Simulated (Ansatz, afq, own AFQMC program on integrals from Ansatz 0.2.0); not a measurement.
# NH4+ (singlet): quantum Monte Carlo beside coupled cluster, 6-31G

How near does AFQMC come to the top of the ladder for NH4+ (singlet)?

Computed with Ansatz 0.2.0, Gaussian basis, and an in-house AFQMC program (afq) on its integrals; all values are calculated. Level: 6-31G, frozen cores.

Plan: Full CI; PBE (unrestricted); r2SCAN (unrestricted); PBE0 (unrestricted); B3LYP (unrestricted); wB97M-V (unrestricted); B2PLYP (unrestricted); CCSD(T) on RHF; Full CI; CCSDT(Q) on RHF; CCSDTQ on RHF; CCSD(T) on RHF; CCSD(T) on RHF; Phaseless AFQMC, CISD trial on RHF; Phaseless AFQMC, single-determinant trial on RHF; Free-projection AFQMC, CISD trial on RHF; Phaseless AFQMC, first-order trial on RHF; Phaseless AFQMC, single-determinant trial on RHF; UHF.

1 further run of the same task is left out (it didn't finish).

## (1) The system

The geometry is a PBE0/def2-TZVP stationary point (not a proven minimum).

5 atoms, charge 1, spin multiplicity 1.

Atoms are counted from 1 here; the program's logs count them from 0.

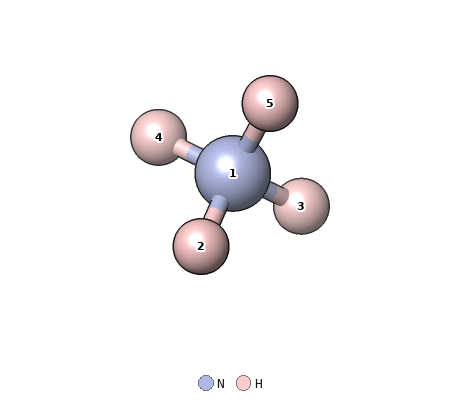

The geometry (nitrogen light blue, hydrogen pink); atoms are numbered from 1 in the order of the file.

Coordinates:

```xyz
5
H4N
N     0.00000    0.00000    0.00000
H     0.59034    0.59230    0.59021
H    -0.59292   -0.58825    0.59168
H    -0.58898    0.58960   -0.59427
H     0.59156   -0.59365   -0.58763
```

## (2) Full CI

Input file in.yaml:

```yaml
crystal:
  periodic: [false, false, false]
  atoms:
    - {symbol: N, position_ang: [0.000000, 0.000000, 0.000000]}
    - {symbol: H, position_ang: [0.590343, 0.592302, 0.590214]}
    - {symbol: H, position_ang: [-0.592921, -0.588246, 0.591684]}
    - {symbol: H, position_ang: [-0.588983, 0.589598, -0.594267]}
    - {symbol: H, position_ang: [0.591561, -0.593654, -0.587631]}
basis:
  gaussian: {orbitals: 6-31G}
total_charge: 1
correlation: {method: fci, electrons: outside_noble_gas}
```

Run with:

```console
$ ansatz run in.yaml --threads 1 --pin off --events-out ev --progress --plain --max-ram 1843MiB
```

The log of the run:

```text
Functional definition: HF
  name "HF"
  cite "Fock, Z. Phys. 61, 126 (1930) doi:10.1007/BF01340294"
  parent pbe
  exchange = exact_x
  correlation = 0
402 factors; integrals over basis functions are off by at most 2.2e-8 eV
mean field evaluation 1: about -1534.4401 eV, gradient 4.3e1 eV
mean field evaluation 2: about -1534.4369 eV, gradient 4.3e1 eV
mean field evaluation 4: about -1537.8764 eV, gradient 1.2e0 eV
mean field evaluation 8: about -1537.8800 eV, gradient 1.5e-6 eV
mean field -1537.88003739 eV, -56.5160489614 hartree, gradient 1.1e-6 eV, S^2 0.000000; 0 other end points of the search recorded, 0 dependent functions left out
1 core orbitals not correlated: weight in the atoms' cores, before any rotation towards them, 1.000 or more for the frozen orbitals, at most 0.000 for the correlated occupied ones
reference -1537.88003739 eV, -56.5160489614 hartree; 4, 4 occupied and 12, 12 virtual orbitals, 402 factors
state -1541.53561995 eV, -56.6503891428 hartree
Total energy: -1541.53561995 eV, -56.6503891428 hartree
```

It took 2.9 s on 1 thread of Intel Xeon 6975P-C (Granite Rapids), shared host.

From the report: 828,944 determinants, symmetry A1.

## (3) PBE (unrestricted)

Changes to in.yaml since step 2:

```diff
@@ -11,2 +11,4 @@
 total_charge: 1
-correlation: {method: fci, electrons: outside_noble_gas}
+magnetization: {spin_polarized: true, initial_magnetization: 0}
+hamiltonian: {xc: {name: PBE}}
+output: {orbitals: {seedname: orbitals}}
```

Same command.

The log of the run:

```text
Functional definition: PBE
  name "PBE"
  cite "Perdew, Burke & Ernzerhof, Phys. Rev. Lett. 77, 3865 (1996) doi:10.1103/PhysRevLett.77.3865"
  parent pbe
  parameter kappa = 0.804
  parameter beta = 0.06672455060314922
  exchange = pbe_x(kappa = kappa, mu = beta*pi^2/3)
  correlation = pbe_c(beta = beta)
260 factors; integrals over basis functions are off by at most 2.3e-4 eV
mean field evaluation 1: about -1530.8076 eV, gradient 6.2e1 eV
mean field evaluation 2: about -1514.8149 eV, gradient 8.0e1 eV
mean field evaluation 4: about -1545.8868 eV, gradient 2.4e-1 eV
mean field evaluation 8: about -1545.8754 eV, gradient 5.6e-4 eV
mean field -1545.87537566 eV, -56.8098722237 hartree, gradient 2.2e-5 eV, S^2 0.000000; 0 other end points of the search recorded, 0 dependent functions left out
reference -1545.87538792 eV, -56.8098726742 hartree; 5, 5 occupied and 12, 12 virtual orbitals, 260 factors
Total energy: -1545.87538792 eV, -56.8098726742 hartree
```

Wall time 0.33 s (1 thread of Intel Xeon 6975P-C (Granite Rapids), shared host).

From the report: ⟨S²⟩ of the determinant 0.000 (pure singlet: 0.00).

## (4) r2SCAN (unrestricted)

Changes to in.yaml since step 3:

```diff
@@ -12,3 +12,2 @@
 magnetization: {spin_polarized: true, initial_magnetization: 0}
-hamiltonian: {xc: {name: PBE}}
-output: {orbitals: {seedname: orbitals}}
+hamiltonian: {xc: {name: r2SCAN}}
```

Launched as before.

The log of the run:

```text
Functional definition: r2SCAN
  name "r2SCAN"
  cite "Furness, Kaplan, Ning, Perdew & Sun, J. Phys. Chem. Lett. 11, 8208 (2020) doi:10.1021/acs.jpclett.0c02405"
  cite "Furness, Kaplan, Ning, Perdew & Sun, J. Phys. Chem. Lett. 11, 9248 (2020) doi:10.1021/acs.jpclett.0c03077"
  parent r2scan
  parameter k0 = 0.174
  parameter k1 = 0.065
  parameter a1 = 4.9479
  exchange = r2scan_x(k0 = k0, k1 = k1, a1 = a1)
  correlation = r2scan_c
260 factors; integrals over basis functions are off by at most 2.3e-4 eV
mean field evaluation 1: about -1534.3024 eV, gradient 5.7e1 eV
mean field evaluation 2: about -1526.6607 eV, gradient 6.7e1 eV
mean field evaluation 4: about -1546.8981 eV, gradient 6.8e-2 eV
mean field evaluation 8: about -1546.8869 eV, gradient 1.2e-3 eV
mean field -1546.88688215 eV, -56.8470444014 hartree, gradient 2.3e-5 eV, S^2 0.000000; 0 other end points of the search recorded, 0 dependent functions left out
reference -1546.88688590 eV, -56.8470445392 hartree; 5, 5 occupied and 12, 12 virtual orbitals, 260 factors
Total energy: -1546.88688590 eV, -56.8470445392 hartree
```

It took 0.46 s on 1 thread of Intel Xeon 6975P-C (Granite Rapids), shared host.

From the report: ⟨S²⟩ of the determinant 0.000 (pure singlet: 0.00).

## (5) PBE0 (unrestricted)

Changes to in.yaml since step 4:

```diff
@@ -12,2 +12,3 @@
 magnetization: {spin_polarized: true, initial_magnetization: 0}
-hamiltonian: {xc: {name: r2SCAN}}
+hamiltonian: {xc: {name: PBE0}}
+output: {orbitals: {seedname: orbitals}}
```

Same command.

The log of the run:

```text
Functional definition: PBE0
  name "PBE0"
  cite "Adamo & Barone, J. Chem. Phys. 110, 6158 (1999) doi:10.1063/1.478522"
  cite "Perdew, Burke & Ernzerhof, Phys. Rev. Lett. 77, 3865 (1996) doi:10.1103/PhysRevLett.77.3865"
  parent pbe
  parameter a = 0.25
  parameter kappa = 0.804
  parameter beta = 0.06672455060314922
  exchange = (1 - a)*pbe_x(kappa = kappa, mu = beta*pi^2/3) + a*exact_x
  correlation = pbe_c(beta = beta)
260 factors; integrals over basis functions are off by at most 2.3e-4 eV
mean field evaluation 1: about -1535.6233 eV, gradient 5.2e1 eV
mean field evaluation 2: about -1532.6589 eV, gradient 5.6e1 eV
mean field evaluation 4: about -1546.0586 eV, gradient 1.9e-2 eV
mean field evaluation 8: about -1546.0484 eV, gradient 7.0e-4 eV
mean field -1546.04835132 eV, -56.8162289619 hartree, gradient 5.4e-5 eV, S^2 0.000000; 0 other end points of the search recorded, 0 dependent functions left out
reference -1546.04836080 eV, -56.8162293103 hartree; 5, 5 occupied and 12, 12 virtual orbitals, 260 factors
Total energy: -1546.04836080 eV, -56.8162293103 hartree
```

It took 0.24 s on 1 thread of Intel Xeon 6975P-C (Granite Rapids), shared host.

From the report: ⟨S²⟩ of the determinant 0.000 (pure singlet: 0.00).

## (6) B3LYP (unrestricted)

Changes to in.yaml since step 5:

```diff
@@ -12,3 +12,2 @@
 magnetization: {spin_polarized: true, initial_magnetization: 0}
-hamiltonian: {xc: {name: PBE0}}
-output: {orbitals: {seedname: orbitals}}
+hamiltonian: {xc: {name: B3LYP}}
```

The command is unchanged.

The log of the run:

```text
Functional definition: B3LYP
  name "B3LYP"
  cite "Stephens, Devlin, Chabalowski & Frisch, J. Phys. Chem. 98, 11623 (1994) doi:10.1021/j100096a001"
  cite "Becke, Phys. Rev. A 38, 3098 (1988) doi:10.1103/PhysRevA.38.3098"
  cite "Lee, Yang & Parr, Phys. Rev. B 37, 785 (1988) doi:10.1103/PhysRevB.37.785"
  cite "Vosko, Wilk & Nusair, Can. J. Phys. 58, 1200 (1980) doi:10.1139/p80-159"
  parameter a0 = 0.2
  parameter ax = 0.72
  parameter ac = 0.81
  exchange = (1 - a0 - ax)*slater_x + ax*b88_x + a0*exact_x
  correlation = (1 - ac)*vwn_rpa_c + ac*lyp_c
260 factors; integrals over basis functions are off by at most 2.3e-4 eV
mean field evaluation 1: about -1535.8777 eV, gradient 5.6e1 eV
mean field evaluation 2: about -1529.9344 eV, gradient 6.4e1 eV
mean field evaluation 4: about -1547.9573 eV, gradient 2.0e-2 eV
mean field evaluation 8: about -1547.9473 eV, gradient 8.3e-4 eV
mean field -1547.94734743 eV, -56.8860157817 hartree, gradient 4.7e-5 eV, S^2 0.000000; 0 other end points of the search recorded, 0 dependent functions left out
reference -1547.94744926 eV, -56.8860195238 hartree; 5, 5 occupied and 12, 12 virtual orbitals, 260 factors
Total energy: -1547.94744926 eV, -56.8860195238 hartree
```

It took 0.24 s on 1 thread of Intel Xeon 6975P-C (Granite Rapids), shared host.

From the report: ⟨S²⟩ of the determinant 0.000 (pure singlet: 0.00).

## (7) wB97M-V (unrestricted)

Changes to in.yaml since step 6:

```diff
@@ -12,2 +12,3 @@
 magnetization: {spin_polarized: true, initial_magnetization: 0}
-hamiltonian: {xc: {name: B3LYP}}
+hamiltonian: {xc: {name: wB97M-V}}
+output: {orbitals: {seedname: orbitals}}
```

Same command.

The log of the run:

```text
Functional definition: wB97M-V
  name "wB97M-V"
  cite "Mardirossian & Head-Gordon, J. Chem. Phys. 144, 214110 (2016) doi:10.1063/1.4952647"
  cite "Becke, J. Chem. Phys. 107, 8554 (1997) doi:10.1063/1.475007"
  cite "Vydrov & Van Voorhis, J. Chem. Phys. 133, 244103 (2010) doi:10.1063/1.3521275"
  # Of w^i u^j: cxij and so on, Table III.
  parameter omega = 0.3/bohr
  parameter cx = 0.15
  parameter cx01 = 1.007
  parameter cx10 = 0.259
  parameter css00 = 0.443
  parameter css04 = -1.437
  parameter css10 = -4.535
  parameter css20 = -3.390
  parameter css43 = 4.278
  parameter cos00 = 1.000
  parameter cos10 = 1.358
  parameter cos20 = 2.924
  parameter cos21 = -8.812
  parameter cos60 = -1.390
  parameter cos61 = 9.142
  parameter b = 6.0
  parameter c = 0.01
  gx(w, u) = 1 - cx + cx01*u + cx10*w
  gss(w, u) = css00 + css04*u^4 + css10*w + css20*w^2 + css43*w^4*u^3
  gos(w, u) = cos00 + cos10*w + (cos20 + cos21*u)*w^2 + (cos60 + cos61*u)*w^6
  exchange = spin_sum(e_x_unif_sr(omega)*gx(b97_w, b97_u_x)) + cx*exact_x_sr(omega) + exact_x_lr(omega)
  correlation = spin_sum(e_c_pw_mod_same_spin*gss(b97_w, b97_u_same))
      + integral(e_c_pw_mod_opposite_spin*gos(b97_w_opposite, b97_u_opposite)) + vv10(b, c)
260 factors; integrals over basis functions are off by at most 2.3e-4 eV
91 factors; integrals over basis functions are off by at most 5.5e-6 eV
mean field evaluation 1: about -1539.6880 eV, gradient 4.4e1 eV
mean field evaluation 2: about -1541.9461 eV, gradient 3.5e1 eV
mean field evaluation 4: about -1546.8654 eV, gradient 8.4e-2 eV
mean field evaluation 8: about -1546.8545 eV, gradient 6.1e-4 eV
mean field -1546.85445318 eV, -56.8458526586 hartree, gradient 4.4e-5 eV, S^2 0.000000; 0 other end points of the search recorded, 0 dependent functions left out
reference -1546.85446915 eV, -56.8458532456 hartree; 5, 5 occupied and 12, 12 virtual orbitals, 260 factors
Total energy: -1546.85446915 eV, -56.8458532456 hartree
```

Run time: 0.72 s. Hardware: 1 thread of Intel Xeon 6975P-C (Granite Rapids), shared host.

From the report: ⟨S²⟩ of the determinant 0.000 (pure singlet: 0.00).

## (8) B2PLYP (unrestricted)

Changes to in.yaml since step 7:

```diff
@@ -12,3 +12,3 @@
 magnetization: {spin_polarized: true, initial_magnetization: 0}
-hamiltonian: {xc: {name: wB97M-V}}
-output: {orbitals: {seedname: orbitals}}
+hamiltonian: {xc: {name: B2PLYP}}
+correlation: {electrons: outside_noble_gas}
```

Launched as before.

The log of the run:

```text
Functional definition: B2PLYP
  name "B2PLYP"
  cite "Grimme, J. Chem. Phys. 124, 034108 (2006) doi:10.1063/1.2148954"
  cite "Becke, Phys. Rev. A 38, 3098 (1988) doi:10.1103/PhysRevA.38.3098"
  cite "Lee, Yang & Parr, Phys. Rev. B 37, 785 (1988) doi:10.1103/PhysRevB.37.785"
  parameter a = 0.53
  parameter c = 0.27
  exchange = (1 - a)*b88_x + a*exact_x
  correlation = (1 - c)*lyp_c + c*(mp2_os + mp2_ss)
260 factors; integrals over basis functions are off by at most 2.3e-4 eV
mean field evaluation 1: about -1537.1484 eV, gradient 4.4e1 eV
mean field evaluation 2: about -1537.1435 eV, gradient 4.4e1 eV
mean field evaluation 4: about -1544.4666 eV, gradient 6.3e-1 eV
mean field evaluation 8: about -1544.4658 eV, gradient 4.7e-4 eV
mean field -1544.46575956 eV, -56.7580697874 hartree, gradient 2.4e-6 eV, S^2 0.000000; 0 other end points of the search recorded, 0 dependent functions left out
1 core orbitals not correlated: weight in the atoms' cores, before any rotation towards them, 1.000 or more for the frozen orbitals, at most 0.000 for the correlated occupied ones
reference -1544.46582497 eV, -56.7580721912 hartree; 4, 4 occupied and 12, 12 virtual orbitals, 260 factors
second order -3.90102625 eV of doubles, -0.00000000 eV of singles
Total energy: -1545.51910206 eV, -56.7967794103 hartree
```

It took 0.27 s on 1 thread of Intel Xeon 6975P-C (Granite Rapids), shared host.

From the report: ⟨S²⟩ of the determinant 0.000 (pure singlet: 0.00).

## (9) CCSD(T) on RHF

Changes to in.yaml since step 8:

```diff
@@ -11,4 +11,3 @@
 total_charge: 1
-magnetization: {spin_polarized: true, initial_magnetization: 0}
-hamiltonian: {xc: {name: B2PLYP}}
-correlation: {electrons: outside_noble_gas}
+magnetization: {spin_polarized: false}
+correlation: {method: ccsd_t, electrons: outside_noble_gas, hamiltonian_folder: ham}
```

Launched as before.

The log of the run:

```text
Functional definition: HF
  name "HF"
  cite "Fock, Z. Phys. 61, 126 (1930) doi:10.1007/BF01340294"
  parent pbe
  exchange = exact_x
  correlation = 0
260 factors; integrals over basis functions are off by at most 2.3e-4 eV
mean field evaluation 1: about -1534.4401 eV, gradient 4.3e1 eV
mean field evaluation 2: about -1534.4369 eV, gradient 4.3e1 eV
mean field evaluation 4: about -1537.8764 eV, gradient 1.2e0 eV
mean field evaluation 8: about -1537.8801 eV, gradient 1.5e-6 eV
mean field evaluation 16: about -1537.8800 eV, gradient 9.1e-2 eV
mean field -1537.88006243 eV, -56.5160498819 hartree, gradient 3.0e-6 eV, S^2 0.000000; 0 other end points of the search recorded, 0 dependent functions left out
1 core orbitals not correlated: weight in the atoms' cores, before any rotation towards them, 1.000 or more for the frozen orbitals, at most 0.000 for the correlated occupied ones
reference -1537.88006243 eV, -56.5160498819 hartree; 4, 4 occupied and 12, 12 virtual orbitals, 260 factors
second order -3.19798125 eV of doubles, -0.00000000 eV of singles
cycle   1  -3.45618742 eV  change   -2.6e-1 eV  update   3.7e-2
cycle   2  -3.59610646 eV  change   -1.4e-1 eV  update   1.4e-2
cycle   3  -3.60794688 eV  change   -1.2e-2 eV  update   2.6e-3
cycle   4  -3.60873282 eV  change   -7.9e-4 eV  update   5.5e-4
cycle   5  -3.60885362 eV  change   -1.2e-4 eV  update   1.1e-4
cycle   6  -3.60887701 eV  change   -2.3e-5 eV  update   1.7e-5
cycle   7  -3.60888465 eV  change   -7.6e-6 eV  update   3.3e-6
perturbative correction -0.03613324 eV, -0.0013278719 hartree
Total energy: -1541.52508032 eV, -56.6500018185 hartree
```

It took 0.12 s on 1 thread of Intel Xeon 6975P-C (Granite Rapids), shared host.

From the report: correlation -3.6450 eV; T1 0.006; largest double amplitude 0.04.

This run also writes the integrals to the folder ham.

## (10) Full CI

Input file in.yaml:

```yaml
hamiltonian:
  integrals:
    folder: ../ham
correlation: {method: fci}
```

Same command.

The log of the run:

```text
Functional definition: HF
  name "HF"
  cite "Fock, Z. Phys. 61, 126 (1930) doi:10.1007/BF01340294"
  parent pbe
  exchange = exact_x
  correlation = 0
reference -1537.88006243 eV, -56.5160498819 hartree; 4, 4 occupied and 12, 12 virtual orbitals, 260 factors
state -1541.53563388 eV, -56.6503896547 hartree
Total energy: -1541.53563388 eV, -56.6503896547 hartree
```

Run time: 2.6 s. Hardware: 1 thread of Intel Xeon 6975P-C (Granite Rapids), shared host.

From the report: 828,944 determinants.

## (11) CCSDT(Q) on RHF

Input file in.yaml:

```yaml
crystal:
  periodic: [false, false, false]
  atoms:
    - {symbol: N, position_ang: [0.000000, 0.000000, 0.000000]}
    - {symbol: H, position_ang: [0.590343, 0.592302, 0.590214]}
    - {symbol: H, position_ang: [-0.592921, -0.588246, 0.591684]}
    - {symbol: H, position_ang: [-0.588983, 0.589598, -0.594267]}
    - {symbol: H, position_ang: [0.591561, -0.593654, -0.587631]}
basis:
  gaussian: {orbitals: 6-31G}
total_charge: 1
magnetization: {spin_polarized: false}
correlation: {method: ccsdt_q, electrons: outside_noble_gas}
```

Launched as before.

The log of the run:

```text
Functional definition: HF
  name "HF"
  cite "Fock, Z. Phys. 61, 126 (1930) doi:10.1007/BF01340294"
  parent pbe
  exchange = exact_x
  correlation = 0
402 factors; integrals over basis functions are off by at most 2.2e-8 eV
mean field evaluation 1: about -1534.4401 eV, gradient 4.3e1 eV
mean field evaluation 2: about -1534.4369 eV, gradient 4.3e1 eV
mean field evaluation 4: about -1537.8764 eV, gradient 1.2e0 eV
mean field evaluation 8: about -1537.8800 eV, gradient 1.5e-6 eV
mean field evaluation 16: about -1537.8800 eV, gradient 9.1e-2 eV
mean field -1537.88003739 eV, -56.5160489614 hartree, gradient 1.1e-6 eV, S^2 0.000000; 0 other end points of the search recorded, 0 dependent functions left out
1 core orbitals not correlated: weight in the atoms' cores, before any rotation towards them, 1.000 or more for the frozen orbitals, at most 0.000 for the correlated occupied ones
reference -1537.88003739 eV, -56.5160489614 hartree; 4, 4 occupied and 12, 12 virtual orbitals, 402 factors
second order -3.19804904 eV of doubles, -0.00000000 eV of singles
cycle   1  -3.45621817 eV  change   -2.6e-1 eV  update   3.9e-2
cycle   2  -3.63364599 eV  change   -1.8e-1 eV  update   1.5e-2
cycle   3  -3.64828275 eV  change   -1.5e-2 eV  update   3.5e-3
cycle   4  -3.64785301 eV  change    4.3e-4 eV  update   9.0e-4
cycle   5  -3.64823556 eV  change   -3.8e-4 eV  update   2.2e-4
cycle   6  -3.64826520 eV  change   -3.0e-5 eV  update   6.2e-5
cycle   7  -3.64827910 eV  change   -1.4e-5 eV  update   1.1e-5
cycle   8  -3.64828485 eV  change   -5.8e-6 eV  update   2.1e-6
cycle   9  -3.64828553 eV  change   -6.7e-7 eV  update   4.9e-7
perturbative correction -0.00724953 eV, -0.0002664154 hartree
Total energy: -1541.53557244 eV, -56.6503873970 hartree
```

It took 0.36 s on 1 thread of Intel Xeon 6975P-C (Granite Rapids), shared host.

From the report: correlation -3.6555 eV; T1 0.006; largest double amplitude 0.04.

## (12) CCSDTQ on RHF

Changes to in.yaml since step 11:

```diff
@@ -12,2 +12,2 @@
 magnetization: {spin_polarized: false}
-correlation: {method: ccsdt_q, electrons: outside_noble_gas}
+correlation: {method: ccsdtq, electrons: outside_noble_gas}
```

Same command.

The log of the run:

```text
Functional definition: HF
  name "HF"
  cite "Fock, Z. Phys. 61, 126 (1930) doi:10.1007/BF01340294"
  parent pbe
  exchange = exact_x
  correlation = 0
402 factors; integrals over basis functions are off by at most 2.2e-8 eV
mean field evaluation 1: about -1534.4401 eV, gradient 4.3e1 eV
mean field evaluation 2: about -1534.4369 eV, gradient 4.3e1 eV
mean field evaluation 4: about -1537.8764 eV, gradient 1.2e0 eV
mean field evaluation 8: about -1537.8800 eV, gradient 1.5e-6 eV
mean field evaluation 16: about -1537.8800 eV, gradient 9.1e-2 eV
mean field -1537.88003739 eV, -56.5160489614 hartree, gradient 1.1e-6 eV, S^2 0.000000; 0 other end points of the search recorded, 0 dependent functions left out
1 core orbitals not correlated: weight in the atoms' cores, before any rotation towards them, 1.000 or more for the frozen orbitals, at most 0.000 for the correlated occupied ones
reference -1537.88003739 eV, -56.5160489614 hartree; 4, 4 occupied and 12, 12 virtual orbitals, 402 factors
second order -3.19804904 eV of doubles, -0.00000000 eV of singles
cycle   1  -3.45621808 eV  change   -2.6e-1 eV  update   3.9e-2
cycle   2  -3.64647288 eV  change   -1.9e-1 eV  update   1.6e-2
cycle   3  -3.65453870 eV  change   -8.1e-3 eV  update   3.8e-3
cycle   4  -3.65451064 eV  change    2.8e-5 eV  update   1.0e-3
cycle   5  -3.65525063 eV  change   -7.4e-4 eV  update   2.6e-4
cycle   6  -3.65526813 eV  change   -1.7e-5 eV  update   7.8e-5
cycle   7  -3.65526154 eV  change    6.6e-6 eV  update   1.2e-5
cycle   8  -3.65526618 eV  change   -4.6e-6 eV  update   3.5e-6
cycle   9  -3.65526813 eV  change   -1.9e-6 eV  update   6.9e-7
cycle  10  -3.65526819 eV  change   -6.5e-8 eV  update   1.2e-7
Total energy: -1541.53530558 eV, -56.6503775899 hartree
```

It took 1.6 s on 1 thread of Intel Xeon 6975P-C (Granite Rapids), shared host.

From the report: correlation -3.6553 eV; T1 0.006; largest double amplitude 0.04.

(Part 1 of 2 ends here.)
